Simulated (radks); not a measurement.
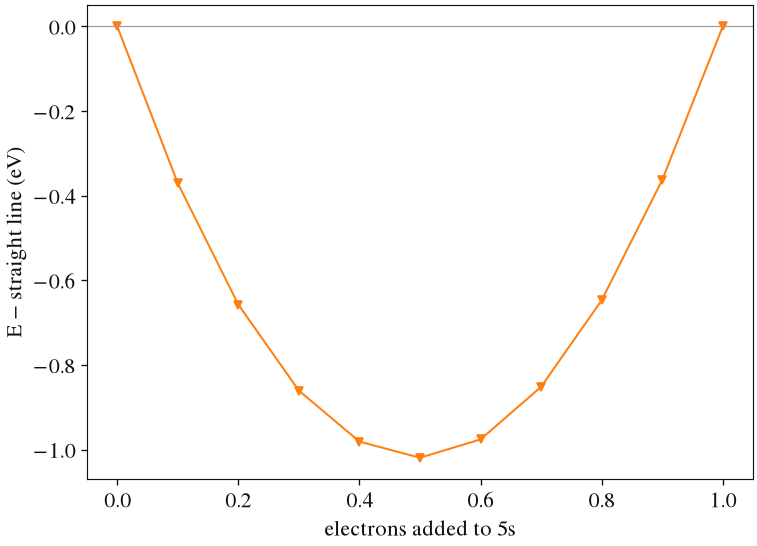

The occupation of the 5s shell is varied from Cd²⁺ ([Kr] 4d10) to Cd⁺ ([Kr] 4d10 5s1), with spherical fractional occupations. The plot shows the total energy less the straight line between the end points. The values are computed.

Was this Hartree-Fock or a semilocal functional, and how does the plot tell?

It was a semilocal functional (LDA, GGA or meta-GGA): Dirac Kohn-Sham, PBEsol, spin-unpolarised, spherical densities, point nucleus, computed with the in-house radial solver radks. The curve is convex (below the straight line), with the largest deviation among the points computed, −1.02 eV, at 0.5. The end points differ by 17.1 eV, the energy to take the electron out. Convexity is the delocalisation error: fractional charges are too low in energy. For an s shell Hartree-Fock would as a rule bend the other way.
